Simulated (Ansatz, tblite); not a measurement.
**1-ethyl-3-methylimidazolium bistriflimide (C8H11F6N3O4S2): spin-state energies by level**

Aim: set other spin states of 1-ethyl-3-methylimidazolium bistriflimide (C8H11F6N3O4S2) against its singlet, on many levels of theory.

The runs use Ansatz 0.2.0, Gaussian basis; as each input shows.

Levels to be run: triplet, at the geometry of the singlet (GFN1-xTB, GFN2-xTB, PBE0-D4/def2-TZVP, PBE-D4/def2-TZVP); the singlet's energies come from earlier runs.

### Step 1. The structure

The singlet was relaxed beforehand with r2SCAN-D4/def2-SVP.

SMILES `CCn1cc[n+](C)c1.O=S(=O)([N-]S(=O)(=O)C(F)(F)F)C(F)(F)F`, 34 atoms, charge 0, spin multiplicity 1.

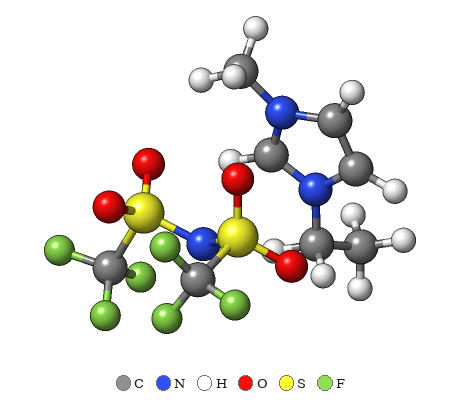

The structure; carbon grey, nitrogen blue, hydrogen white, oxygen red, sulfur yellow, fluorine green.

Geometry (Å):

```
C     3.3461    0.3670    1.9672
C     2.1756   -0.0589    1.1010
N     0.8994    0.4956    1.5673
C     0.2203    0.1271    2.7099
C    -0.9957    0.7501    2.6703
N    -1.0314    1.4888    1.5052
C    -2.2005    2.1565    0.9477
C     0.1211    1.3135    0.8511
H     4.2710   -0.0796    1.5744
H     3.2292    0.0270    3.0080
H     3.4680    1.4610    1.9712
H     2.2851    0.2679    0.0572
H     2.0365   -1.1507    1.0690
H     0.6341   -0.5782    3.4250
H    -1.8448    0.7002    3.3467
H    -3.0041    1.4134    0.8519
H    -1.9410    2.5156   -0.0563
H    -2.5067    2.9904    1.5948
H     0.3276    1.7066   -0.1471
O    -0.0642   -2.2650    0.6469
S    -0.9442   -1.5804   -0.3081
O    -2.1397   -0.8821    0.1932
N    -0.0052   -0.6779   -1.2599
S    -0.6609    0.3013   -2.3683
O    -0.5800    1.7239   -1.9610
O    -1.8967   -0.1800   -2.9858
C     0.6825    0.1415   -3.6480
F     1.8565    0.5216   -3.1367
F     0.3874    0.9305   -4.6770
F     0.7755   -1.1122   -4.0695
C    -1.6109   -2.9562   -1.4207
F    -1.6353   -4.0870   -0.7177
F    -2.8371   -2.6735   -1.8275
F    -0.8174   -3.1181   -2.4743
```

### Step 2. Triplet at the fixed geometry, GFN1-xTB

Tight binding, by tblite at 300 K electronic temperature and without a spin-polarisation term:

```python
tblite.interface.Calculator('GFN1-xTB', numbers, positions, charge=0, uhf=2).singlepoint()
```

Energy -2424.6584 eV; 0.12 s.

### Step 3. Triplet at the fixed geometry, GFN2-xTB

Tight binding, by tblite at 300 K electronic temperature and without a spin-polarisation term:

```python
tblite.interface.Calculator('GFN2-xTB', numbers, positions, charge=0, uhf=2).singlepoint()
```

Energy -2244.8769 eV; 0.098 s.

### Step 4. Triplet at the fixed geometry, PBE0-D4/def2-TZVP

The input, in.yaml:

```yaml
crystal:
  periodic: [false, false, false]
  atoms:
    - {symbol: C, position_ang: [3.346084, 0.367015, 1.967222]}
    - {symbol: C, position_ang: [2.175591, -0.058898, 1.100992]}
    - {symbol: N, position_ang: [0.899378, 0.495646, 1.567258]}
    - {symbol: C, position_ang: [0.220328, 0.127117, 2.709932]}
    - {symbol: C, position_ang: [-0.995713, 0.750063, 2.670252]}
    - {symbol: N, position_ang: [-1.031369, 1.488790, 1.505177]}
    - {symbol: C, position_ang: [-2.200543, 2.156543, 0.947722]}
    - {symbol: C, position_ang: [0.121061, 1.313485, 0.851071]}
    - {symbol: H, position_ang: [4.271021, -0.079558, 1.574354]}
    - {symbol: H, position_ang: [3.229151, 0.027025, 3.008000]}
    - {symbol: H, position_ang: [3.468017, 1.461037, 1.971226]}
    - {symbol: H, position_ang: [2.285076, 0.267900, 0.057208]}
    - {symbol: H, position_ang: [2.036540, -1.150677, 1.069027]}
    - {symbol: H, position_ang: [0.634127, -0.578243, 3.425014]}
    - {symbol: H, position_ang: [-1.844801, 0.700184, 3.346677]}
    - {symbol: H, position_ang: [-3.004145, 1.413441, 0.851893]}
    - {symbol: H, position_ang: [-1.941047, 2.515625, -0.056272]}
    - {symbol: H, position_ang: [-2.506711, 2.990420, 1.594765]}
    - {symbol: H, position_ang: [0.327621, 1.706624, -0.147094]}
    - {symbol: O, position_ang: [-0.064204, -2.265048, 0.646937]}
    - {symbol: S, position_ang: [-0.944196, -1.580375, -0.308136]}
    - {symbol: O, position_ang: [-2.139684, -0.882127, 0.193168]}
    - {symbol: N, position_ang: [-0.005185, -0.677874, -1.259947]}
    - {symbol: S, position_ang: [-0.660879, 0.301294, -2.368272]}
    - {symbol: O, position_ang: [-0.579990, 1.723942, -1.961046]}
    - {symbol: O, position_ang: [-1.896675, -0.180003, -2.985811]}
    - {symbol: C, position_ang: [0.682512, 0.141536, -3.648030]}
    - {symbol: F, position_ang: [1.856520, 0.521583, -3.136666]}
    - {symbol: F, position_ang: [0.387372, 0.930505, -4.676961]}
    - {symbol: F, position_ang: [0.775457, -1.112214, -4.069491]}
    - {symbol: C, position_ang: [-1.610877, -2.956160, -1.420652]}
    - {symbol: F, position_ang: [-1.635252, -4.087004, -0.717673]}
    - {symbol: F, position_ang: [-2.837136, -2.673483, -1.827519]}
    - {symbol: F, position_ang: [-0.817439, -3.118080, -2.474323]}
basis:
  gaussian: {orbitals: def2-TZVP, fitting: {mean_field: def2-universal-jkfit}}
magnetization: {spin_polarized: true, initial_magnetization: 2}
hamiltonian: {xc: pbe0, dispersion: d4}
scf: {omitted_lower_state_checks: [starts]}
output: {orbitals: {seedname: orbitals}}
```

Started as:

```sh
$ ansatz run in.yaml --threads 2 --pin off --events-out ev --progress --plain --max-ram 31744MiB --backend cuda --devices 0, --max-vram 18GiB
```

What it wrote:

```text
Functional definition: PBE0
  name "PBE0"
  cite "Adamo & Barone, J. Chem. Phys. 110, 6158 (1999) doi:10.1063/1.478522"
  cite "Perdew, Burke & Ernzerhof, Phys. Rev. Lett. 77, 3865 (1996) doi:10.1103/PhysRevLett.77.3865"
  parent pbe
  parameter a = 0.25
  parameter kappa = 0.804
  parameter beta = 0.06672455060314922
  exchange = (1 - a)*pbe_x(kappa = kappa, mu = beta*pi^2/3) + a*exact_x
  correlation = pbe_c(beta = beta)
these checks for a lower state are left out or cut short: starts
2055 factors; integrals over basis functions are off by at most 1.6e0 eV
mean field evaluation 1: about -59034.9111 eV, gradient 9.6e1 eV
mean field evaluation 2: about -58816.4937 eV, gradient 2.4e2 eV
mean field evaluation 4: about -59065.4841 eV, gradient 3.0e1 eV
mean field evaluation 8: about -59069.1927 eV, gradient 1.1e0 eV
mean field evaluation 16: about -59069.1949 eV, gradient 1.2e-2 eV
mean field evaluation 32: about -59069.1950 eV, gradient 2.5e-5 eV
mean field -59069.19497709 eV, -2170.7528768695 hartree, gradient 7.4e-6 eV, S^2 2.008575; 0 other end points of the search recorded, 0 dependent functions left out
reference -59069.19502225 eV, -2170.7528785291 hartree; 100, 98 occupied and 691, 693 virtual orbitals, 2055 factors
Total energy: -59070.46265267 eV, -2170.7994630879 hartree
Checks for a lower state left out: starts
```

Run time: 10 s. Hardware: 1 × H100 (card shared with other runs) with 2 threads of AMD EPYC 7R13, shared host; peak host memory 1.5 GiB.

Report: HOMO -3.49 eV, LUMO -5.77 eV (over both spins; with the spin held, an empty level of the minority spin lies below the top filled one); ⟨S²⟩ 2.009 (pure: 2.00).

### Step 5. Triplet at the fixed geometry, PBE-D4/def2-TZVP

start.molden holds the orbitals of an earlier run on this state, given as this run's starting guess.

Edit in.yaml of step 4 so:

```diff
@@ -38,5 +38,5 @@
 basis:
-  gaussian: {orbitals: def2-TZVP, fitting: {mean_field: def2-universal-jkfit}}
+  gaussian: {orbitals: def2-TZVP, fitting: {mean_field: def2-universal-jkfit}, initial_orbitals: start.molden}
 magnetization: {spin_polarized: true, initial_magnetization: 2}
-hamiltonian: {xc: pbe0, dispersion: d4}
+hamiltonian: {xc: pbe, dispersion: d4}
 scf: {omitted_lower_state_checks: [starts]}
```

The command is unchanged.

What it wrote:

```text
Functional definition: PBE
  name "PBE"
  cite "Perdew, Burke & Ernzerhof, Phys. Rev. Lett. 77, 3865 (1996) doi:10.1103/PhysRevLett.77.3865"
  parent pbe
  parameter kappa = 0.804
  parameter beta = 0.06672455060314922
  exchange = pbe_x(kappa = kappa, mu = beta*pi^2/3)
  correlation = pbe_c(beta = beta)
these checks for a lower state are left out or cut short: starts
2055 factors; integrals over basis functions are off by at most 1.6e0 eV
mean field evaluation 1: about -59067.0111 eV, gradient 1.7e1 eV
mean field evaluation 2: about -59067.6933 eV, gradient 8.2e-1 eV
mean field evaluation 4: about -59067.7445 eV, gradient 9.5e-2 eV
mean field evaluation 8: about -59067.7406 eV, gradient 7.7e-5 eV
mean field evaluation 16: about -59067.7406 eV, gradient 2.0e-5 eV
mean field -59067.74060389 eV, -2170.6994296403 hartree, gradient 5.1e-6 eV, S^2 2.004435; 0 other end points of the search recorded, 0 dependent functions left out
reference -59067.74066579 eV, -2170.6994319152 hartree; 100, 98 occupied and 691, 693 virtual orbitals, 2055 factors
Total energy: -59069.19225723 eV, -2170.7527769168 hartree
Checks for a lower state left out: starts
```

It took 9.1 s on 1 × H100 (card shared with other runs) with 2 threads of AMD EPYC 7R13, shared host; peak host memory 1.4 GiB.

From the report: HOMO -1.89 eV, LUMO -6.30 eV (over both spins; with the spin held, an empty level of the minority spin lies below the top filled one); ⟨S²⟩ 2.004 (pure: 2.00).

### Step 6. Triplet less singlet, vertical

The singlet's energies are those of its earlier runs, whose logs aren't repeated here.

| level | triplet less singlet, vertical (kJ/mol) | time |
| --- | --- | --- |
| GFN1-xTB | +457.2 | 0.19 s |
| GFN2-xTB | +477.5 | 0.15 s |
| PBE-D4/def2-TZVP | +443.0 | 13 s |
| PBE0-D4/def2-TZVP | +453.1 | 17 s |

Times add the two runs; a level without a time comes out of a correlated run. Tight binding without a spin term can't rank spin states.

### Step 7. Results

| quantity | value |
| --- | --- |
| triplet less singlet, vertical, functionals in def2-TZVP | +443.0 (PBE-D4) to +453.1 kJ/mol (PBE0-D4) |

What this shows: All functionals put the triplet above the singlet, over a spread of 10.1 kJ/mol. The checks for a lower triplet were left out, so another state of that spin may lie lower. These are electronic energies, without zero-point motion, entropy or surroundings.
